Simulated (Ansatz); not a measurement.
**CH3Ga···H2O: density, localisation and related maps**

Input

```
crystal:
  periodic: [false, false, false]
  atoms:
    - {symbol: Ga, position_ang: [-1.409584, -0.685977, -0.540530]}
    - {symbol: O, position_ang: [0.679430, -0.042123, -1.588693]}
    - {symbol: H, position_ang: [1.004697, -0.584503, -2.312195]}
    - {symbol: C, position_ang: [-0.549156, 0.183094, 1.112177]}
    - {symbol: H, position_ang: [1.407207, 0.080474, -0.970953]}
    - {symbol: H, position_ang: [-1.233677, 0.209532, 1.966233]}
    - {symbol: H, position_ang: [-0.240596, 1.215319, 0.904012]}
    - {symbol: H, position_ang: [0.341778, -0.375716, 1.429950]}
basis:
  gaussian: {orbitals: def2-TZVPP}
hamiltonian: {xc: pbe0, dispersion: d4}
output: {orbitals: {seedname: orbitals}}
```

Command:

```sh
ansatz run in.yaml --threads 2 --pin off --events-out ev --progress --plain --max-ram 4352MiB
```

The product side of a reaction path; geometry: PBE0-D4/def2-TZVP.

These are results of Ansatz, RKS PBE0-D4/def2-TZVPP, not measurements.

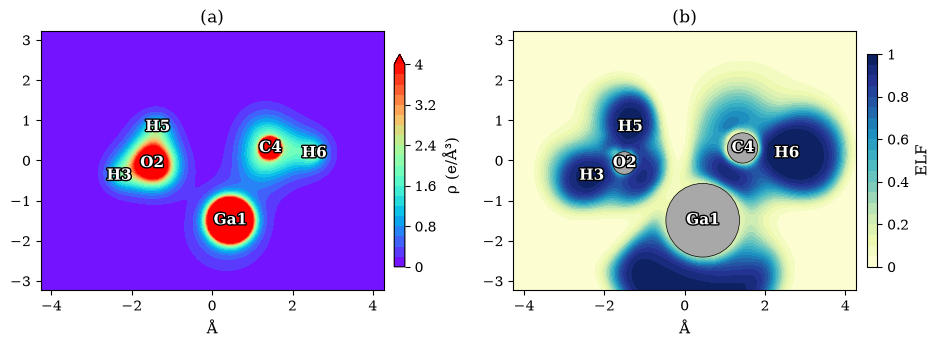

Figure 1. (a) total electron density; (b) electron localisation function on the plane of atoms Ga1, C4 and H6. Grey discs cover the atomic cores in the ELF map.

Question: What do the fields say about this system?

Answer: The plane passes through Ga, O, H and C nuclei.
Ga1···O2 (2.42 Å): the density falls to about 0.21 e/Å³ on the way; the ELF is about 0.15 at the midpoint.
C–Ga (2.06 Å): ρ is about 0.68 e/Å³ halfway; the ELF peaks at about 0.95 in the valence shell of C, 0.7 Å from its nucleus, and is about 0.60 at the midpoint.
O–H (0.96 Å): ρ at the midpoint is about 3.8 e/Å³; the ELF climbs to about 1 towards the hydrogen, as it does in any bond to H; an ordinary covalent bond to hydrogen.
C–H (1.09 Å): ρ at the midpoint is about 1.9 e/Å³; the ELF climbs to about 1 towards the hydrogen; a covalent bond by its length.

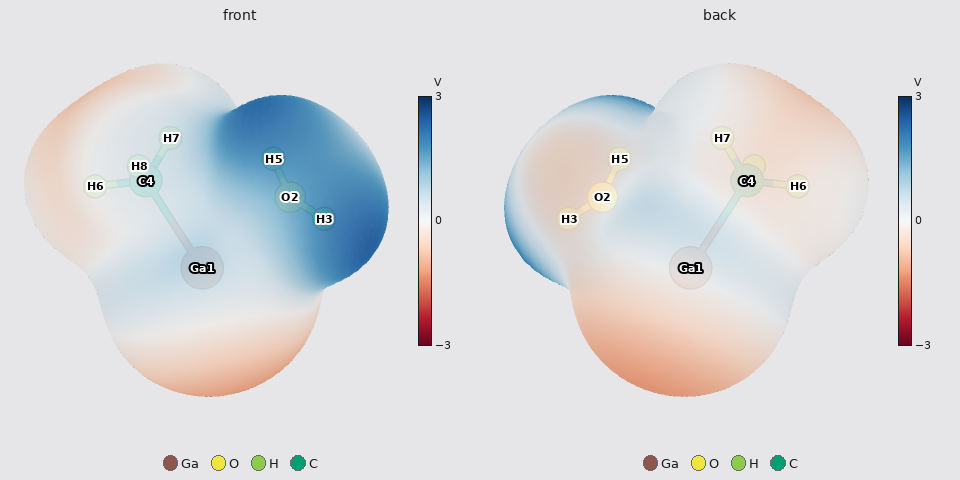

Figure 2. The molecular electrostatic potential painted on the density surface at 0.001 e/bohr³, seen from the front and from behind; the colour scale runs from red (negative) to blue (positive).

Question: Describe the electrostatic potential map.

Answer: The most negative region (about −1.2 V) lies over O2, the most positive (about +2.4 V) over H3. O2 is the likeliest acceptor of a hydrogen bond.

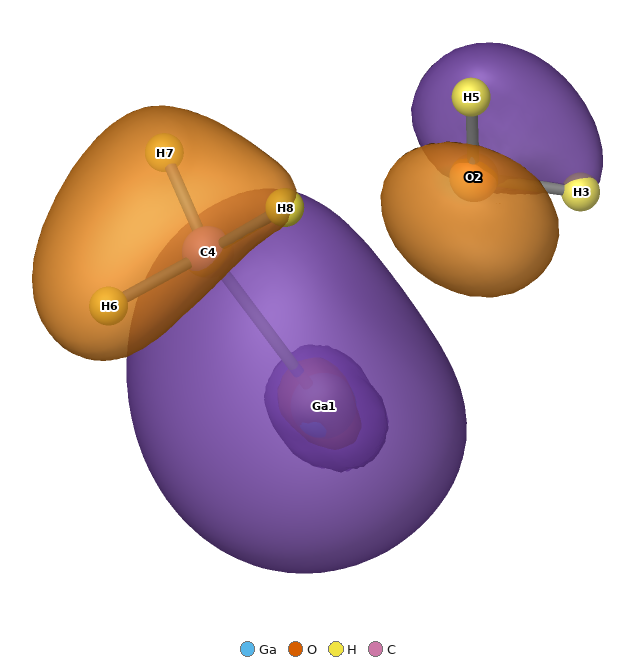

Figure 3. The HOMO−1 at ±0.1 Å⁻³ᐟ² (orange and purple are the two phases), seen at a tilt.

Question: Describe this orbital and give its energy.

Answer: Its weight (Hirshfeld) is mainly on Ga1 (about 45 %), C4 (about 25 %) and O2 (about 20 %). Its energy is −9.02 eV.
